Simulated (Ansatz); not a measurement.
**Run report: C2H8Si2, geometry relaxation**

C2H8Si2, SMILES C=C([SiH3])[SiH3], computed with RKS PBE0-D4/def2-TZVP (Ansatz 0.2.0).

The geometry: PBE-D4/def2-SVP start. Figures and captions count atoms from 1; the log counts them from 0 in places.

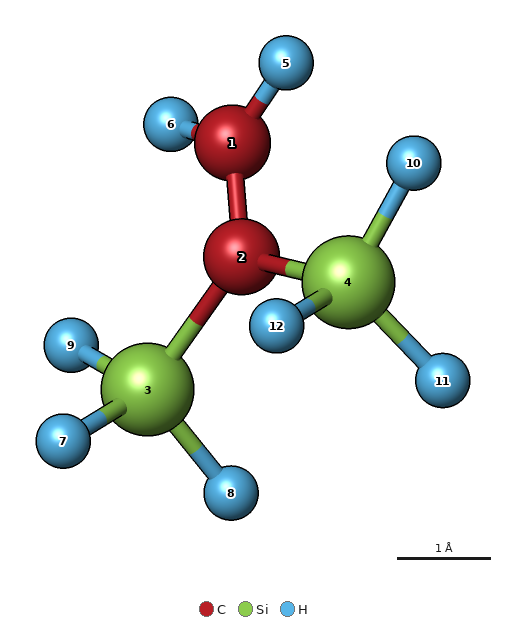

Figure 1. The input geometry (ball-and-stick view, seen at a tilt; atoms are numbered from 1 in the order of the input). Bond lengths as drawn: C–C 1.36 Å, C–H 1.11 Å, C–Si 1.89 Å and H–Si 1.51 Å.

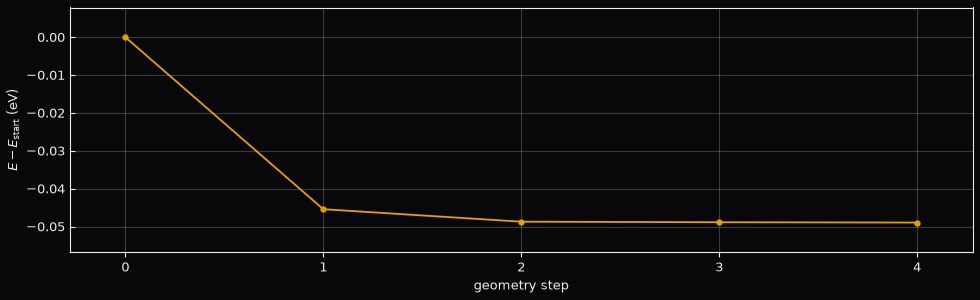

Figure 2. Progress of the relaxation, step by step (the first geometry is step 0 here and step 1 in the log).

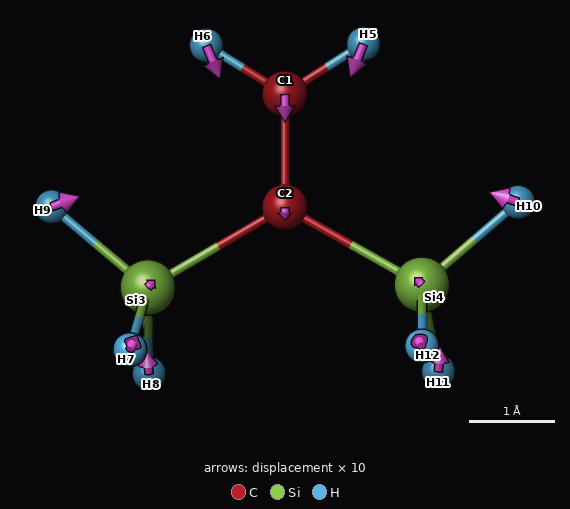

Figure 3. The starting structure with the displacements as pink arrows, magnified 10 times (ball-and-stick view, seen on its broad side). The two geometries are laid on each other by the best rigid fit. The largest moves after the best rigid fit, 0.045 Å, are those of H5 and H6. Largest moves by element: H 0.045 Å, C 0.035 Å, Si 0.013 Å. Among the contacts that change: C2–Si3 1.886 → 1.866 Å, C1–C2 1.356 → 1.337 Å, Si3–H7 1.506 → 1.488 Å, C1–H5 1.107 → 1.089 Å. After 4 geometry steps the energy has fallen by 0.049 eV. Largest force component: 0.61 eV/Å at the start, 0.0017 eV/Å at the end. (Atoms are counted from 1 in the order of the input.)

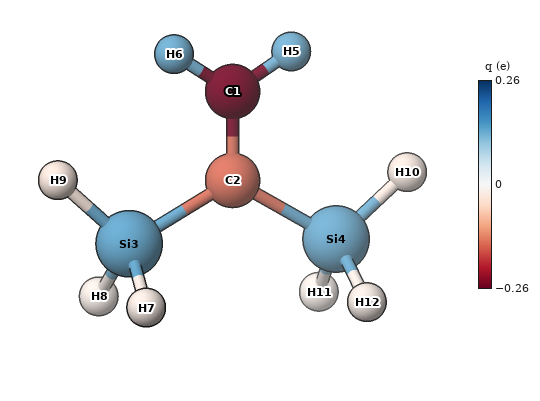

Figure 4. Mulliken charges, as the colour of each atom (ball-and-stick view, seen at a tilt; atoms are numbered from 1 in the order of the input). By element: C −0.25 to −0.15, Si +0.14 and H −0.03 to +0.13 e.

These pictures come from the run below.

### The input
```yaml
crystal:
  periodic: [false, false, false]
  atoms:
    - {symbol: C, position_ang: [-0.405694, 1.622835, -0.042627]}
    - {symbol: C, position_ang: [-0.072617, 0.309343, -0.005657]}
    - {symbol: Si, position_ang: [-0.370016, -0.694664, 1.563399]}
    - {symbol: Si, position_ang: [0.686544, -0.513148, -1.524029]}
    - {symbol: H, position_ang: [-0.247306, 2.244616, -0.944283]}
    - {symbol: H, position_ang: [-0.852829, 2.140909, 0.826984]}
    - {symbol: H, position_ang: [0.926035, -1.259398, 2.083199]}
    - {symbol: H, position_ang: [-1.285608, -1.856764, 1.280551]}
    - {symbol: H, position_ang: [-0.989765, 0.186627, 2.615607]}
    - {symbol: H, position_ang: [0.795155, 0.492423, -2.639776]}
    - {symbol: H, position_ang: [-0.161980, -1.672869, -1.975788]}
    - {symbol: H, position_ang: [2.054980, -1.055009, -1.203379]}
basis:
  gaussian: {orbitals: def2-TZVP}
hamiltonian: {xc: pbe0, dispersion: d4}
relax: {f_tol: 0.005, max_steps: 150}
```

Launch command:
```bash
ansatz run in.yaml --threads 4 --pin off --events-out ev --progress --plain --max-ram 10444MiB
```

### What the program printed
```
Functional definition: PBE0
  name "PBE0"
  cite "Adamo & Barone, J. Chem. Phys. 110, 6158 (1999) doi:10.1063/1.478522"
  cite "Perdew, Burke & Ernzerhof, Phys. Rev. Lett. 77, 3865 (1996) doi:10.1103/PhysRevLett.77.3865"
  parent pbe
  parameter a = 0.25
  parameter kappa = 0.804
  parameter beta = 0.06672455060314922
  exchange = (1 - a)*pbe_x(kappa = kappa, mu = beta*pi^2/3) + a*exact_x
  correlation = pbe_c(beta = beta)
1248 factors; their error is unknown
mean field evaluation 1: about -17945.1118 eV, gradient 4.6e1 eV
mean field evaluation 2: about -17940.6957 eV, gradient 5.9e1 eV
mean field evaluation 4: about -17950.3655 eV, gradient 3.6e0 eV
mean field evaluation 8: about -17950.3979 eV, gradient 2.0e-2 eV
mean field evaluation 16: about -17950.4624 eV, gradient 1.8e-5 eV
mean field -17950.46244655 eV, -659.6673276502 hartree, gradient 1.9e-5 eV, S^2 0.000000; 0 other end points of the search recorded, 0 dependent functions left out
the calculation of the forces begins
reference -17950.46248423 eV, -659.6673290350 hartree; 24, 24 occupied and 160, 160 virtual orbitals, 1248 factors
relax step   1: F+E_penalty+E_count = -17950.69555591 eV  Δ(F+E_penalty+E_count) = +0.000e0 eV  max|allowed force component| = 6.114e-1 eV/Å  Δτ_max = 0.0000 Å  (27 SCF iters, accepted)
these checks for a lower state are left out or cut short: starts, cluster_reference, orbital_swaps, neighbouring_geometries, increment
1248 factors; their error is unknown
mean field -17950.50649663 eV, -659.6689464609 hartree, gradient 1.3e-5 eV, S^2 0.000000; 0 other end points of the search recorded, 0 dependent functions left out
the calculation of the forces begins
reference -17950.50653411 eV, -659.6689478382 hartree; 24, 24 occupied and 160, 160 virtual orbitals, 1248 factors
relax step   2: F+E_penalty+E_count = -17950.74098418 eV  Δ(F+E_penalty+E_count) = -4.543e-2 eV  max|allowed force component| = 1.357e-1 eV/Å  Δτ_max = 0.0325 Å  (32 SCF iters, accepted)
these checks for a lower state are left out or cut short: starts, cluster_reference, orbital_swaps, neighbouring_geometries, increment
1248 factors; their error is unknown
mean field -17950.50925817 eV, -659.6690479455 hartree, gradient 1.2e-5 eV, S^2 0.000000; 0 other end points of the search recorded, 0 dependent functions left out
the calculation of the forces begins
reference -17950.50929558 eV, -659.6690493202 hartree; 24, 24 occupied and 160, 160 virtual orbitals, 1248 factors
relax step   3: F+E_penalty+E_count = -17950.74428250 eV  Δ(F+E_penalty+E_count) = -3.298e-3 eV  max|allowed force component| = 5.311e-2 eV/Å  Δτ_max = 0.0151 Å  (31 SCF iters, accepted)
these checks for a lower state are left out or cut short: starts, cluster_reference, orbital_swaps, neighbouring_geometries, increment
1248 factors; their error is unknown
mean field evaluation 32: about -17950.4422 eV, gradient 6.3e-1 eV
mean field -17950.50943870 eV, -659.6690545798 hartree, gradient 1.2e-5 eV, S^2 0.000000; 0 other end points of the search recorded, 0 dependent functions left out
the calculation of the forces begins
reference -17950.50947610 eV, -659.6690559545 hartree; 24, 24 occupied and 160, 160 virtual orbitals, 1248 factors
relax step   4: F+E_penalty+E_count = -17950.74442357 eV  Δ(F+E_penalty+E_count) = -1.411e-4 eV  max|allowed force component| = 5.358e-2 eV/Å  Δτ_max = 0.0108 Å  (31 SCF iters, accepted)
these checks for a lower state are left out or cut short: starts, cluster_reference, orbital_swaps, neighbouring_geometries, increment
1248 factors; their error is unknown
mean field -17950.50955199 eV, -659.6690587433 hartree, gradient 1.5e-5 eV, S^2 0.000000; 0 other end points of the search recorded, 0 dependent functions left out
the calculation of the forces begins
reference -17950.50958940 eV, -659.6690601182 hartree; 24, 24 occupied and 160, 160 virtual orbitals, 1248 factors
relax step   5: F+E_penalty+E_count = -17950.74451215 eV  Δ(F+E_penalty+E_count) = -8.858e-5 eV  max|allowed force component| = 1.737e-3 eV/Å  Δτ_max = 0.0042 Å  (24 SCF iters, accepted)
1248 factors; their error is unknown
mean field -17950.50955199 eV, -659.6690587433 hartree, gradient 1.7e-5 eV, S^2 0.000000; 1 other end points of the search recorded, 0 dependent functions left out
the calculation of the forces begins
reference -17950.50958940 eV, -659.6690601182 hartree; 24, 24 occupied and 160, 160 virtual orbitals, 1248 factors
Total energy: -17950.74454956 eV, -659.6776947448 hartree
Atom 0 at    -0.401467     1.587891    -0.043110 Å, force    -0.000371    -0.000629    -0.000137 eV/Å
Atom 1 at    -0.069826     0.293186    -0.005723 Å, force     0.000860    -0.001687     0.000148 eV/Å
Atom 2 at    -0.367445    -0.684596     1.555062 Å, force     0.000209    -0.000381     0.000070 eV/Å
Atom 3 at     0.682422    -0.504289    -1.515308 Å, force     0.000157    -0.000417     0.000037 eV/Å
Atom 4 at    -0.248827     2.202412    -0.929085 Å, force    -0.000565     0.001499    -0.000010 eV/Å
Atom 5 at    -0.842866     2.100488     0.810294 Å, force    -0.000438     0.001475    -0.000153 eV/Å
Atom 6 at     0.911618    -1.243001     2.071358 Å, force    -0.001713     0.000469     0.000028 eV/Å
Atom 7 at    -1.280398    -1.828489     1.286076 Å, force     0.000739     0.001262     0.001361 eV/Å
Atom 8 at    -0.973075     0.202149     2.584668 Å, force     0.000498    -0.001737     0.000429 eV/Å
Atom 9 at     0.792341     0.504614    -2.603071 Å, force     0.000810    -0.001703    -0.000173 eV/Å
Atom 10 at    -0.158735    -1.641909    -1.976411 Å, force     0.001235     0.001597    -0.000664 eV/Å
Atom 11 at     2.033157    -1.043554    -1.200549 Å, force    -0.001421     0.000251    -0.000934 eV/Å
Dipole moment:    -0.044588     0.174002    -0.005030 e Å
```

### Trajectory as extended XYZ (Å, eV, eV/Å), 5 frames, from step=1 to step=5
```
12
Properties=species:S:1:pos:R:3:forces:R:3 step=1 energy=-17950.69556
C    -0.4057    1.6228   -0.0426    0.1253  -0.4913   0.0130
C    -0.0726    0.3093   -0.0057   -0.1560   0.6114  -0.0170
Si   -0.3700   -0.6947    1.5634   -0.0088   0.0582  -0.0184
Si    0.6865   -0.5131   -1.5240   -0.0204   0.0551   0.0139
H    -0.2473    2.2446   -0.9443   -0.0896  -0.3325   0.4921
H    -0.8528    2.1409    0.8270    0.2412  -0.2748  -0.4742
H     0.9260   -1.2594    2.0832   -0.2697   0.1306  -0.1214
H    -1.2856   -1.8568    1.2806    0.1923   0.2563   0.0471
H    -0.9898    0.1866    2.6156    0.1327  -0.1829  -0.2267
H     0.7952    0.4924   -2.6398   -0.0233  -0.2097   0.2402
H    -0.1620   -1.6729   -1.9758    0.1708   0.2553   0.1064
H     2.0550   -1.0550   -1.2034   -0.2945   0.1244  -0.0551
12
Properties=species:S:1:pos:R:3:forces:R:3 step=2 energy=-17950.74098
C    -0.3999    1.5995   -0.0419    0.0099  -0.0624  -0.0005
C    -0.0706    0.3012   -0.0055   -0.0117   0.0509  -0.0012
Si   -0.3700   -0.6871    1.5582    0.0233   0.0357  -0.0879
Si    0.6831   -0.5061   -1.5193   -0.0377   0.0244   0.0862
H    -0.2451    2.2144   -0.9327   -0.0280  -0.0684   0.1357
H    -0.8419    2.1122    0.8166    0.0614  -0.0530  -0.1308
H     0.9163   -1.2435    2.0699   -0.0673   0.0233  -0.0154
H    -1.2789   -1.8355    1.2741    0.0427   0.0538   0.0255
H    -0.9831    0.1896    2.5978    0.0326  -0.0380  -0.0591
H     0.7902    0.4933   -2.6215   -0.0082  -0.0450   0.0625
H    -0.1615   -1.6525   -1.9644    0.0472   0.0553   0.0109
H     2.0383   -1.0406   -1.1971   -0.0642   0.0235  -0.0259
12
Properties=species:S:1:pos:R:3:forces:R:3 step=3 energy=-17950.74428
C    -0.4015    1.5941   -0.0428    0.0306  -0.0019   0.0102
C    -0.0707    0.2996   -0.0056    0.0059  -0.0531  -0.0012
Si   -0.3673   -0.6859    1.5514   -0.0072   0.0213  -0.0062
Si    0.6806   -0.5059   -1.5124   -0.0060   0.0219   0.0043
H    -0.2436    2.2094   -0.9269   -0.0127   0.0062  -0.0117
H    -0.8399    2.1069    0.8116   -0.0130   0.0067   0.0040
H     0.9122   -1.2421    2.0678    0.0062  -0.0014  -0.0013
H    -1.2756   -1.8314    1.2758   -0.0032  -0.0047  -0.0016
H    -0.9777    0.1930    2.5841   -0.0033   0.0053   0.0083
H     0.7859    0.4949   -2.6073    0.0023   0.0062  -0.0080
H    -0.1585   -1.6483   -1.9639   -0.0041  -0.0038  -0.0003
H     2.0331   -1.0395   -1.1976    0.0045  -0.0028   0.0037
12
Properties=species:S:1:pos:R:3:forces:R:3 step=4 energy=-17950.74442
C    -0.4000    1.5874   -0.0426   -0.0041   0.0149  -0.0005
C    -0.0692    0.2921   -0.0056   -0.0133   0.0536  -0.0014
Si   -0.3681   -0.6841    1.5546    0.0009  -0.0247   0.0155
Si    0.6819   -0.5038   -1.5152    0.0108  -0.0231  -0.0144
H    -0.2475    2.2040   -0.9277    0.0033  -0.0172   0.0020
H    -0.8413    2.1020    0.8101    0.0047  -0.0169  -0.0012
H     0.9109   -1.2422    2.0718   -0.0033   0.0014   0.0001
H    -1.2798   -1.8289    1.2843    0.0014   0.0031   0.0024
H    -0.9754    0.2004    2.5852    0.0014   0.0023  -0.0042
H     0.7896    0.5026   -2.6055   -0.0011   0.0019   0.0045
H    -0.1580   -1.6435   -1.9736    0.0022   0.0032  -0.0009
H     2.0338   -1.0411   -1.2015   -0.0028   0.0014  -0.0018
12
Properties=species:S:1:pos:R:3:forces:R:3 step=5 energy=-17950.74451
C    -0.4015    1.5879   -0.0431   -0.0004  -0.0006  -0.0001
C    -0.0698    0.2932   -0.0057    0.0009  -0.0017   0.0001
Si   -0.3674   -0.6846    1.5551    0.0002  -0.0004   0.0001
Si    0.6824   -0.5043   -1.5153    0.0002  -0.0004   0.0000
H    -0.2488    2.2024   -0.9291   -0.0006   0.0015   0.0000
H    -0.8429    2.1005    0.8103   -0.0004   0.0015  -0.0002
H     0.9116   -1.2430    2.0714   -0.0017   0.0005   0.0000
H    -1.2804   -1.8285    1.2861    0.0007   0.0013   0.0014
H    -0.9731    0.2021    2.5847    0.0005  -0.0017   0.0004
H     0.7923    0.5046   -2.6031    0.0008  -0.0017  -0.0002
H    -0.1587   -1.6419   -1.9764    0.0012   0.0016  -0.0007
H     2.0332   -1.0436   -1.2005   -0.0014   0.0003  -0.0009
```

### Results in brief

| quantity | value |
| --- | --- |
| outcome | converged |
| total energy | −17950.7445 eV |
| mean-field energy | −17950.5096 eV |
| dispersion energy | −0.2350 eV |
| SCF solution under orbital rotations | stable |
| largest force (length of the vector) at the end | 0.002 eV/Å |
| dipole moment | 0.86 D |
| hardware | 4 threads of Arm Neoverse V2, 23 GiB of memory available, shared host |
| wall time | 15 s (CPU time 54 s) |
| peak memory | 0.45 GiB |
